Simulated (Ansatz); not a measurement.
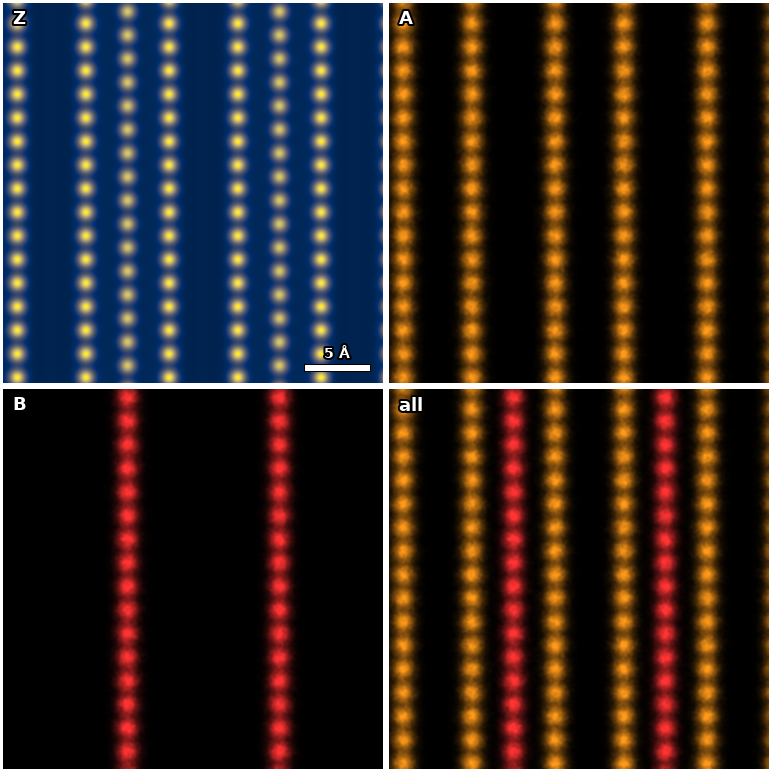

Li6GeBr2 (P4/mmm, No. 123) along [210]. Panel Z: Simulated incoherent Z contrast: every atom adds Z^1.7 spread by a probe of 1.00 Å full width; channelling and multiple scattering are left out. The probe carries 15 % of its weight in a tail 2.5 times as wide. The other panels are simulated element maps (the number of atoms of one element along the beam, blurred by 1.3 Å, with counting noise; each on its own scale, no channelling); the last overlays them. Model: the input geometry of an electronic-structure calculation (not necessarily at equilibrium); the starting structure was generated, so it need not be a known form of this composition.

```cif
data_structure
_symmetry_space_group_name_H-M 'P4/mmm'
_symmetry_Int_Tables_number 123
_cell_length_a 4.1668
_cell_length_b 4.1668
_cell_length_c 11.9910
_cell_angle_alpha 90.000
_cell_angle_beta 90.000
_cell_angle_gamma 90.000
_cell_volume 208.19
loop_
_atom_site_label
_atom_site_type_symbol
_atom_site_symmetry_multiplicity
_atom_site_Wyckoff_symbol
_atom_site_fract_x
_atom_site_fract_y
_atom_site_fract_z
_atom_site_occupancy
Li1 Li 1 d 0.50000 0.50000 0.50000 1
Li2 Li 4 i 0.00000 0.50000 0.14381 1
Li3 Li 1 b 0.00000 0.00000 0.50000 1
Ge1 Ge 1 c 0.50000 0.50000 0.00000 1
Br1 Br 2 g 0.00000 0.00000 0.27397 1
```

Question: Which element does each lettered map show?

Answer: A: Br, B: Ge. The projected cell (1.86 × 11.99 Å, 90°) holds 9 columns: 6 of Li, 2 of Br and 1 of Ge. No column is shared by two of the mapped elements.
